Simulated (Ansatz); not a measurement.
# Calculations on SiH₃Cl and related structures

### Relaxation

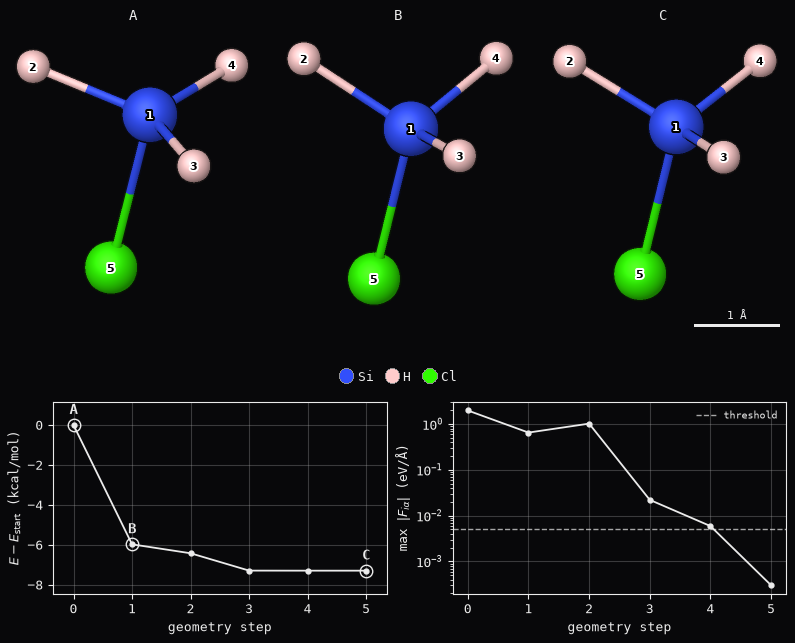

Frames of a relaxation of SiH₃Cl, marked on the history of the run. Style: ball-and-stick. Shown from a free direction.

It is one of the separated reactants of a reaction.

Computed with RKS PBE0-D4/def2-TZVP in Ansatz. (force threshold 0.005 eV/Å; at most 200 steps)

Describe the path.

Answer. The energy falls by 7.29 kcal/mol in 5 geometry steps. Largest force component: 2 eV/Å at the start, 0.0003 eV/Å at the end. The largest move after the best rigid fit is that of Si1, 0.17 Å. Largest moves by element: Si 0.17 Å, H 0.11 Å, Cl 0.09 Å. Near-neighbour distances that change, for instance: Si1–Cl5 2.141 → 2.053 Å, Si1–H2 1.486 → 1.481 Å. Among the angles between lasting bonds that change: H2–Si1–Cl5 97.6° → 108.5°, H3–Si1–Cl5 98.8° → 108.5°, H3–Si1–H4 118.7° → 110.4°. Cost: 2.8 s on 4 threads of Arm Neoverse V2 (shared host). From step 0 to 1: Si1 moves most (0.20 Å), energy −5.97 kcal/mol. From step 1 to 5: Cl5 moves most (0.07 Å), energy −1.32 kcal/mol.

### Relaxation

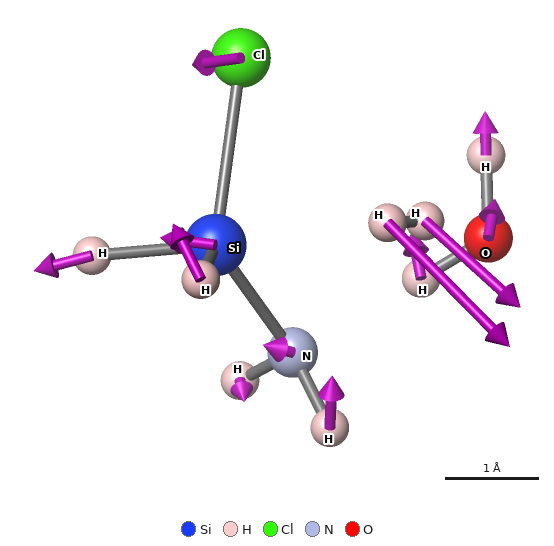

A relaxation of SiNH₈OCl (started from a transition state, displaced along its imaginary mode). The starting structure is drawn; purple arrows show the displacements, at their true length. The two geometries are superimposed by the best rigid fit.

A ball-and-stick model, seen at a tilt.

All numbers below come from RKS PBE0-D4/def2-TZVP (Ansatz). (force threshold 0.005 eV/Å; at most 200 steps)

**Which element moves most?**

Hydrogen: up to 1.98 Å, against 0.84 Å for chlorine.

**What happened in the run?**

Over 40 accepted moves (42 points after the start) the energy falls by 2.159 eV. The largest force component goes from 6.6 to 0.0048 eV/Å. The line search rejected the trial steps at points 16, 35 of the run. The largest move after the best rigid fit is that of an H atom, 1.98 Å. By element the largest moves are H 1.98 Å, Cl 0.84 Å, Si 0.66 Å, O 0.53 Å, N 0.39 Å. Some distances before and after: H–Si 2.000 → 4.262 Å, H–H 0.632 → 0.750 Å, H–O 0.859 → 0.966 Å, N–Si 1.758 → 1.703 Å. Among the angles between lasting bonds that change: H–Si–Cl 116.8° → 106.2°, H–Si–N 99.6° → 110.2°, Si–N–H 112.0° → 122.6°.

### Reaction

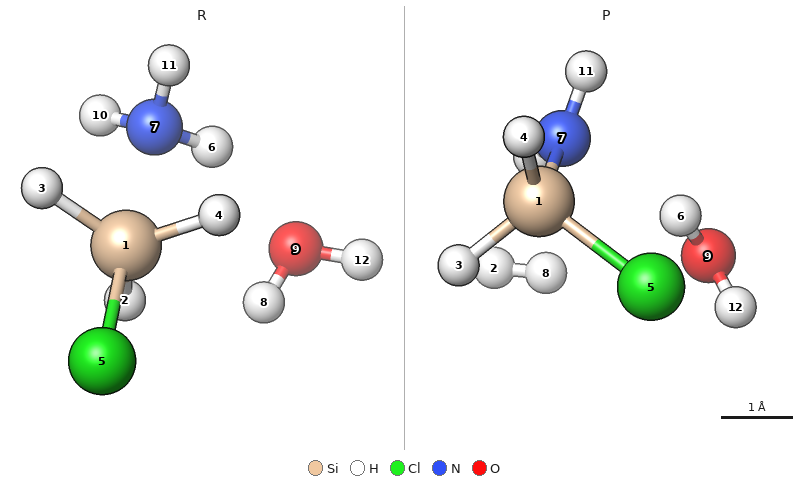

Reactant (R) and product (P) of one elementary step of SiNH₈OCl. The picture is a ball-and-stick view, seen from a free direction.

Stationary points at PBE0-D4/def2-TZVP, single-point energies with CCSD(T)/CBS, B2PLYP, B97M-V, r2SCAN-D4 (def2-TZVPP where no basis is named; Ansatz 0.2.0). The energies are electronic, without zero-point or thermal terms, and both ends are the minima reached downhill from the saddle, with any fragments still in contact. CCSD(T)/CBS stands for a frozen-core estimate: MP2 correlation extrapolated from def2-TZVPP and def2-QZVPP, CCSD(T) minus MP2 from the smaller set.

Q: What is the transition state like, and how high is the barrier?

A: Counted by bonded pieces, R holds H₂O + NH₃ + SiH₃Cl and P holds H₂ + H₂O + SiH₄NCl. From R over the saddle to P, bonds form: Si1–N7 (2.24 → 1.84 → 1.70 Å), H2–H8 (2.26 → 1.05 → 0.75 Å), H6–O9 (2.02 → 1.17 → 0.97 Å). Bonds break: Si1–H2 (1.49 → 1.76 → 4.26 Å), H6–N7 (1.02 → 1.34 → 2.17 Å), H8–O9 (0.96 → 1.19 → 2.53 Å). The saddle has one imaginary mode, 1456i cm⁻¹. With CCSD(T)/CBS the barrier is 42.5 kcal/mol from R and 46.4 kcal/mol from P, and P lies 3.9 kcal/mol below R.

```csv
level,barrier from R (kcal/mol),barrier from P (kcal/mol),P less R (kcal/mol)
CCSD(T)/CBS,42.5,46.4,−3.9
B2PLYP,41.8,45.6,−3.8
B97M-V,38.0,40.6,−2.6
r2SCAN-D4,33.6,36.7,−3.0
```

Against CCSD(T)/CBS, B2PLYP comes closest on the barrier from R (−0.7 kcal/mol) and r2SCAN-D4 misses most (−8.9 kcal/mol).

The saddle point in the same view, with dashed sticks for the bonds that form or break:

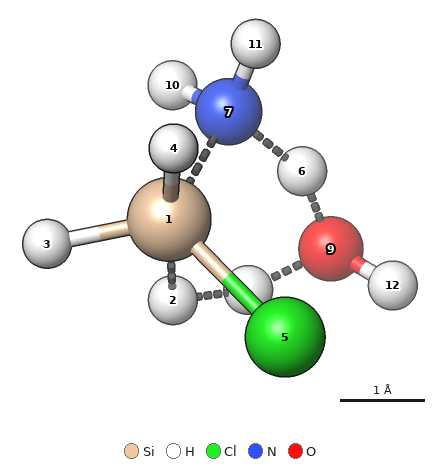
